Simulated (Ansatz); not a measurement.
# Geometry relaxation of C2H6GaO (part 2 of 2)

Continued. System: C2H6GaO, multiplicity 2. Method: UKS PBE0-D4/def2-TZVP (Ansatz 0.2.0). The geometry: GFN2-xTB start.

Geometry of the input (Å):
```
C  -1.2443  0.3809  -0.0010
C  -0.3299  -0.4484  0.8550
Ga 1.4036  -1.2722  -0.4710
O  2.3376  0.0356  -1.1214
H  -1.7326  -0.2283  -0.7615
H  -2.0242  0.8467  0.6094
H  -0.6878  1.1754  -0.4982
H  -0.8081  -1.3251  1.2846
H  0.1932  0.1298  1.6131
H  2.8925  0.7055  -1.5091
```

### Trajectory as extended XYZ, continued
```
10
Properties=species:S:1:pos:R:3:forces:R:3 step=7 energy=-56586.78200
C    -1.1560    0.3840   -0.0308    0.2388  -0.2047  -0.0011
C    -0.2603   -0.5141    0.8262   -0.1204   0.2250   0.0036
Ga    1.3586   -1.1852   -0.2341    0.0340  -0.0149   0.0129
O     2.0821    0.2203   -1.0670    0.6015   1.0154  -0.6532
H    -1.6214   -0.1705   -0.8525    0.0230   0.0324   0.0593
H    -1.9622    0.8122    0.5713   -0.0344   0.0239   0.0173
H    -0.5851    1.2049   -0.4714   -0.0363  -0.0195   0.0284
H    -0.8043   -1.3652    1.2405    0.0504  -0.0280  -0.0549
H     0.1640    0.0482    1.6718    0.0345  -0.1207  -0.1749
H     2.7847    0.5654   -1.6541   -0.7912  -0.9089   0.7626
10
Properties=species:S:1:pos:R:3:forces:R:3 step=8 energy=-56586.89326
C    -1.1492    0.3816   -0.0301    0.1335  -0.0987  -0.0028
C    -0.2617   -0.5166    0.8254   -0.0324   0.0413  -0.0163
Ga    1.3731   -1.1396   -0.2262    0.0232   0.0131   0.0014
O     2.0323    0.3070   -1.0636    0.4648   0.6038  -0.4849
H    -1.6183   -0.1722   -0.8486    0.0118   0.0135   0.0277
H    -1.9539    0.8195    0.5683   -0.0222   0.0104   0.0151
H    -0.5740    1.1965   -0.4739   -0.0271   0.0099   0.0104
H    -0.7984   -1.3798    1.2229    0.0333  -0.0132  -0.0334
H     0.1616    0.0308    1.6772    0.0192  -0.0409  -0.0814
H     2.7883    0.4729   -1.6514   -0.6040  -0.5391   0.5641
10
Properties=species:S:1:pos:R:3:forces:R:3 step=10 energy=-56586.91945 accepted=F
C    -1.1755    0.3878   -0.0144    0.0506   0.0159  -0.1111
C    -0.2392   -0.4912    0.8024   -0.1220  -0.2115   0.0697
Ga    1.4009   -1.0713   -0.2491   -0.2136   0.2832   0.1073
O     2.0248    0.4194   -1.0656    1.6575  -0.4230  -1.1118
H    -1.6249   -0.1609   -0.8460    0.0106  -0.0032  -0.0115
H    -2.0027    0.7720    0.5943    0.0534  -0.0618   0.0474
H    -0.6567    1.2516   -0.4385    0.0172  -0.0585   0.0256
H    -0.7231   -1.4026    1.1620   -0.0728   0.1157   0.0612
H     0.1560    0.0485    1.6701    0.0696  -0.0676  -0.0295
H     2.8404    0.2468   -1.6152   -1.4504   0.4108   0.9529
10
Properties=species:S:1:pos:R:3:forces:R:3 step=11 energy=-56586.96428
C    -1.1687    0.3805   -0.0146   -0.0045   0.0398  -0.0214
C    -0.2507   -0.5075    0.8144   -0.2519   0.1006   0.1428
Ga    1.3776   -1.0405   -0.2248    0.2459  -0.0882  -0.1205
O     2.0628    0.3779   -1.1087    0.1977   0.1669  -0.1895
H    -1.6159   -0.1640   -0.8504    0.0121   0.0087  -0.0050
H    -1.9928    0.7684    0.5941    0.0037  -0.0112  -0.0072
H    -0.6319    1.2363   -0.4294   -0.0128  -0.0058  -0.0080
H    -0.7709   -1.3939    1.1848    0.0836   0.0024  -0.0133
H     0.1335    0.0367    1.6861    0.0408  -0.0613  -0.0368
H     2.8571    0.3060   -1.6514   -0.3145  -0.1519   0.2589
10
Properties=species:S:1:pos:R:3:forces:R:3 step=13 energy=-56586.97933
C    -1.1537    0.3887   -0.0134    0.0018  -0.0035  -0.0047
C    -0.2566   -0.5036    0.8319   -0.0161  -0.0001  -0.0310
Ga    1.4235   -1.0017   -0.1797   -0.0175   0.0428   0.0207
O     2.0091    0.3999   -1.1664   -0.0160  -0.0316   0.0238
H    -1.5614   -0.1464   -0.8748    0.0136   0.0077  -0.0069
H    -2.0064    0.7533    0.5694    0.0010   0.0050   0.0093
H    -0.6133    1.2575   -0.3949   -0.0139  -0.0043   0.0005
H    -0.7623   -1.4121    1.1623    0.0132  -0.0028   0.0074
H     0.1041    0.0179    1.7250    0.0200  -0.0145  -0.0022
H     2.8170    0.2466   -1.6593    0.0139   0.0013  -0.0168
10
Properties=species:S:1:pos:R:3:forces:R:3 step=14 energy=-56586.98000
C    -1.1521    0.3905   -0.0129   -0.0042   0.0035   0.0037
C    -0.2578   -0.5031    0.8334   -0.0035   0.0063  -0.0054
Ga    1.4317   -0.9900   -0.1611    0.0038   0.0050   0.0073
O     2.0017    0.3937   -1.1798   -0.0034  -0.0147   0.0045
H    -1.5448   -0.1376   -0.8853    0.0027   0.0001   0.0007
H    -2.0129    0.7440    0.5649   -0.0015  -0.0004  -0.0016
H    -0.6141    1.2665   -0.3803   -0.0042   0.0015   0.0024
H    -0.7602   -1.4152    1.1593    0.0039  -0.0018  -0.0053
H     0.0973    0.0139    1.7316    0.0041  -0.0033  -0.0012
H     2.8112    0.2374   -1.6697    0.0023   0.0038  -0.0051
10
Properties=species:S:1:pos:R:3:forces:R:3 step=15 energy=-56586.98052
C    -1.1480    0.3958   -0.0107   -0.0074   0.0124  -0.0206
C    -0.2575   -0.4992    0.8372    0.0012   0.0023   0.0329
Ga    1.4545   -0.9728   -0.1218    0.0213   0.0444  -0.0403
O     1.9837    0.3748   -1.2114   -0.0424  -0.0350   0.0418
H    -1.5120   -0.1211   -0.9028    0.0042   0.0109   0.0228
H    -2.0269    0.7246    0.5556    0.0149  -0.0105  -0.0134
H    -0.6169    1.2876   -0.3501   -0.0075  -0.0123   0.0057
H    -0.7549   -1.4206    1.1446   -0.0059   0.0013  -0.0022
H     0.0778    0.0082    1.7490   -0.0091  -0.0079  -0.0101
H     2.8002    0.2228   -1.6897    0.0306  -0.0055  -0.0168
10
Properties=species:S:1:pos:R:3:forces:R:3 step=17 energy=-56586.98100
C    -1.1380    0.4010   -0.0081   -0.0254   0.0141  -0.0247
C    -0.2580   -0.4960    0.8480    0.0151  -0.0001   0.0257
Ga    1.4794   -0.9430   -0.0824   -0.0056   0.0229  -0.0121
O     1.9587    0.3563   -1.2493    0.0028  -0.0302   0.0099
H    -1.4681   -0.1043   -0.9201    0.0126   0.0174   0.0293
H    -2.0388    0.7040    0.5385    0.0253  -0.0061  -0.0141
H    -0.6126    1.3078   -0.3160   -0.0134  -0.0211   0.0063
H    -0.7529   -1.4282    1.1279    0.0076   0.0073  -0.0047
H     0.0473   -0.0013    1.7774   -0.0098  -0.0123  -0.0212
H     2.7829    0.2036   -1.7160   -0.0092   0.0081   0.0056
10
Properties=species:S:1:pos:R:3:forces:R:3 step=18 energy=-56586.98111
C    -1.1339    0.4033   -0.0075   -0.0168   0.0064  -0.0170
C    -0.2573   -0.4947    0.8515    0.0063  -0.0076   0.0148
Ga    1.4876   -0.9333   -0.0680   -0.0071   0.0270  -0.0085
O     1.9424    0.3449   -1.2675    0.0433  -0.0345  -0.0015
H    -1.4520   -0.0977   -0.9256    0.0082   0.0116   0.0210
H    -2.0412    0.6983    0.5322    0.0178  -0.0046  -0.0083
H    -0.6106    1.3143   -0.3050   -0.0075  -0.0134   0.0044
H    -0.7502   -1.4311    1.1215    0.0030   0.0088  -0.0029
H     0.0374   -0.0050    1.7864   -0.0059  -0.0079  -0.0141
H     2.7778    0.2011   -1.7180   -0.0414   0.0141   0.0122
10
Properties=species:S:1:pos:R:3:forces:R:3 step=20 energy=-56586.98130
C    -1.1298    0.4059   -0.0063    0.0013  -0.0005  -0.0002
C    -0.2573   -0.4934    0.8556   -0.0007   0.0042   0.0022
Ga    1.5003   -0.9140   -0.0453    0.0034   0.0116  -0.0121
O     1.9326    0.3344   -1.2834   -0.0073  -0.0213   0.0177
H    -1.4324   -0.0888   -0.9321    0.0000   0.0007   0.0011
H    -2.0447    0.6900    0.5251   -0.0005  -0.0002  -0.0009
H    -0.6095    1.3226   -0.2896   -0.0011   0.0007  -0.0002
H    -0.7466   -1.4358    1.1102    0.0012   0.0002  -0.0006
H     0.0202   -0.0111    1.7990   -0.0017  -0.0021  -0.0003
H     2.7672    0.1901   -1.7331    0.0054   0.0066  -0.0068
10
Properties=species:S:1:pos:R:3:forces:R:3 step=21 energy=-56586.98137
C    -1.1272    0.4078   -0.0056    0.0054  -0.0019   0.0052
C    -0.2568   -0.4921    0.8580   -0.0034   0.0058  -0.0003
Ga    1.5080   -0.9032   -0.0325    0.0002  -0.0088   0.0065
O     1.9241    0.3242   -1.2946   -0.0124   0.0032   0.0042
H    -1.4200   -0.0831   -0.9363   -0.0011  -0.0010  -0.0030
H    -2.0472    0.6845    0.5206   -0.0042   0.0012  -0.0004
H    -0.6094    1.3287   -0.2800   -0.0005   0.0018  -0.0005
H    -0.7439   -1.4381    1.1033    0.0006  -0.0010   0.0000
H     0.0105   -0.0145    1.8066   -0.0003  -0.0014  -0.0001
H     2.7619    0.1858   -1.7396    0.0157   0.0021  -0.0117
10
Properties=species:S:1:pos:R:3:forces:R:3 step=23 energy=-56586.98142
C    -1.1236    0.4104   -0.0046    0.0040  -0.0039   0.0033
C    -0.2562   -0.4901    0.8615   -0.0043   0.0016  -0.0013
Ga    1.5181   -0.8907   -0.0157   -0.0025   0.0021  -0.0002
O     1.9132    0.3128   -1.3077    0.0080  -0.0054  -0.0024
H    -1.4019   -0.0751   -0.9426   -0.0001   0.0006  -0.0009
H    -2.0516    0.6760    0.5134   -0.0005  -0.0001  -0.0006
H    -0.6099    1.3373   -0.2661   -0.0002   0.0009   0.0002
H    -0.7403   -1.4408    1.0951    0.0000  -0.0002   0.0004
H    -0.0016   -0.0187    1.8164    0.0009   0.0004   0.0005
H     2.7539    0.1789   -1.7498   -0.0054   0.0040   0.0011
10
Properties=species:S:1:pos:R:3:forces:R:3 step=24 energy=-56586.98145
C    -1.1216    0.4120   -0.0037    0.0023  -0.0034   0.0030
C    -0.2561   -0.4889    0.8637   -0.0027   0.0022  -0.0021
Ga    1.5239   -0.8815   -0.0056    0.0000  -0.0015   0.0018
O     1.9068    0.3038   -1.3177    0.0013   0.0009  -0.0009
H    -1.3906   -0.0696   -0.9464    0.0000   0.0008  -0.0006
H    -2.0546    0.6703    0.5091   -0.0006   0.0002  -0.0009
H    -0.6108    1.3429   -0.2566   -0.0004   0.0005   0.0004
H    -0.7380   -1.4426    1.0900    0.0006   0.0000  -0.0001
H    -0.0093   -0.0213    1.8225    0.0008   0.0002  -0.0004
H     2.7504    0.1749   -1.7555   -0.0013   0.0000  -0.0002
10
Properties=species:S:1:pos:R:3:forces:R:3 step=26 energy=-56586.98146
C    -1.1194    0.4139   -0.0027   -0.0015   0.0002  -0.0015
C    -0.2557   -0.4871    0.8661    0.0005  -0.0003   0.0011
Ga    1.5306   -0.8715    0.0058    0.0000   0.0035  -0.0029
O     1.8999    0.2948   -1.3274   -0.0009  -0.0023   0.0030
H    -1.3763   -0.0627   -0.9514    0.0011   0.0026   0.0036
H    -2.0588    0.6624    0.5034    0.0030  -0.0007  -0.0021
H    -0.6127    1.3501   -0.2444   -0.0020  -0.0030   0.0010
H    -0.7349   -1.4444    1.0843    0.0009   0.0020   0.0000
H    -0.0176   -0.0238    1.8292   -0.0006  -0.0012  -0.0027
H     2.7449    0.1684   -1.7630   -0.0004  -0.0009   0.0006
10
Properties=species:S:1:pos:R:3:forces:R:3 step=27 energy=-56586.98146
C    -1.1184    0.4147   -0.0021   -0.0030   0.0018  -0.0031
C    -0.2556   -0.4863    0.8673    0.0016  -0.0005   0.0022
Ga    1.5338   -0.8662    0.0112    0.0011   0.0055  -0.0062
O     1.8969    0.2904   -1.3323   -0.0034  -0.0046   0.0065
H    -1.3694   -0.0591   -0.9538    0.0013   0.0026   0.0045
H    -2.0609    0.6583    0.5007    0.0037  -0.0007  -0.0022
H    -0.6139    1.3535   -0.2383   -0.0024  -0.0033   0.0009
H    -0.7334   -1.4452    1.0817    0.0016   0.0018  -0.0005
H    -0.0217   -0.0250    1.8323   -0.0008  -0.0014  -0.0030
H     2.7426    0.1649   -1.7668    0.0004  -0.0013   0.0009
10
Properties=species:S:1:pos:R:3:forces:R:3 step=29 energy=-56586.98147
C    -1.1175    0.4157   -0.0016   -0.0010   0.0011  -0.0007
C    -0.2552   -0.4853    0.8683    0.0010  -0.0001   0.0013
Ga    1.5369   -0.8607    0.0165    0.0012   0.0032  -0.0039
O     1.8936    0.2858   -1.3371   -0.0021  -0.0035   0.0042
H    -1.3617   -0.0548   -0.9564    0.0002  -0.0001   0.0004
H    -2.0633    0.6533    0.4977    0.0002   0.0001  -0.0001
H    -0.6160    1.3576   -0.2312   -0.0001  -0.0004   0.0000
H    -0.7312   -1.4458    1.0787   -0.0002   0.0000  -0.0002
H    -0.0257   -0.0260    1.8353   -0.0004  -0.0004  -0.0003
H     2.7401    0.1603   -1.7701    0.0013   0.0002  -0.0006
10
Properties=species:S:1:pos:R:3:forces:R:3 step=30 energy=-56586.98147
C    -1.1166    0.4168   -0.0010   -0.0004   0.0007  -0.0004
C    -0.2548   -0.4844    0.8694   -0.0007  -0.0004   0.0007
Ga    1.5403   -0.8549    0.0220    0.0011   0.0025  -0.0018
O     1.8894    0.2798   -1.3434    0.0008  -0.0021   0.0036
H    -1.3549   -0.0511   -0.9586    0.0000   0.0000   0.0004
H    -2.0653    0.6493    0.4951    0.0003   0.0002  -0.0002
H    -0.6173    1.3612   -0.2251   -0.0003  -0.0003  -0.0002
H    -0.7293   -1.4467    1.0755   -0.0001  -0.0001  -0.0002
H    -0.0300   -0.0275    1.8385    0.0002  -0.0005  -0.0004
H     2.7384    0.1574   -1.7724   -0.0008   0.0000  -0.0014
```

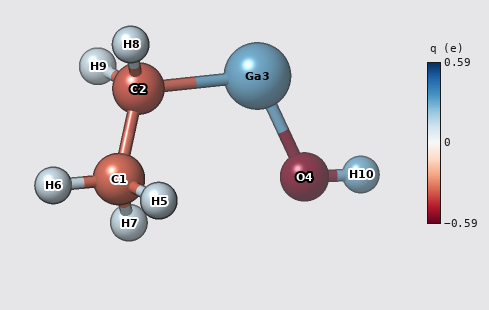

Mulliken charges, as the colour of each atom (ball-and-stick view, seen at a tilt; atoms are numbered from 1 in the order of the input; Mulliken charges depend strongly on the basis). By element: C −0.37 to −0.34, Ga +0.31, O −0.56 and H +0.12 to +0.31 e.
